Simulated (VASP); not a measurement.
Energy against volume of CoAl (CsCl type). These are PBE GGA with D3 dispersion (zero damping), VASP's PBE PAW potentials (set 64) (plane waves; VASP) values and carry that method's errors.

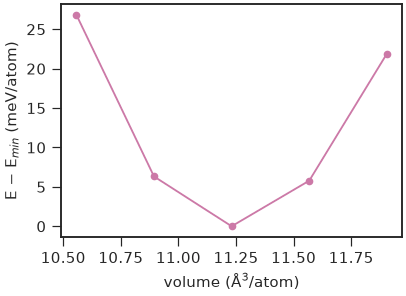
*Energy against volume*

Problem. Estimate the equilibrium volume and the bulk modulus.

Solution. The minimum lies near 11.2 Å³/atom, and the curvature gives B0 of about 190 GPa.

Measured: bulk modulus 162 GPa (computed value off by +18.2 %), a 2.861 Å (computed value off by -1.4 %), as given by Yamada et al., (2019), arXiv:1910.09660. The calculation is for a static lattice, while the measured bulk modulus, a hold thermal and zero-point effects, which are part of the difference.

The compound is CoAl in the CsCl type structure. It was relaxed first. The run is not spin-polarised, so no magnetic state was tried.
